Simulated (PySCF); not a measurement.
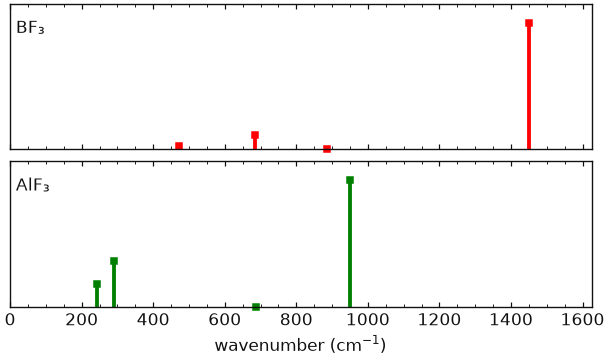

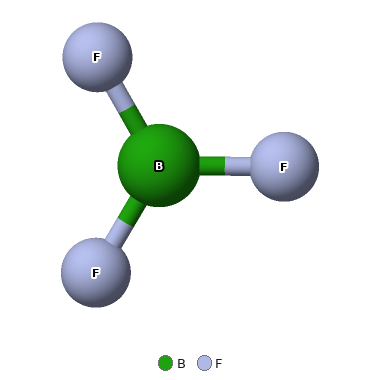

Harmonic infrared lines of BF₃ and AlF₃, all D3h singlets, each the lowest point that its search found (BF₃ is drawn); the central atom changes down one group of the periodic table. B3LYP/def2-TZVP, PySCF, unscaled, no spin-orbit coupling; each panel is scaled to its strongest line, degenerate modes are one line with their intensities summed, and dots on the axis are modes too weak to show or inactive.

Q: How do the bond length and the stretches change along the series?

A: Mean bond length: BF₃ 1.316, AlF₃ 1.634 Å, rising down the group. Highest e' mode: BF₃ 1451, AlF₃ 951 cm⁻¹, falling down the group.
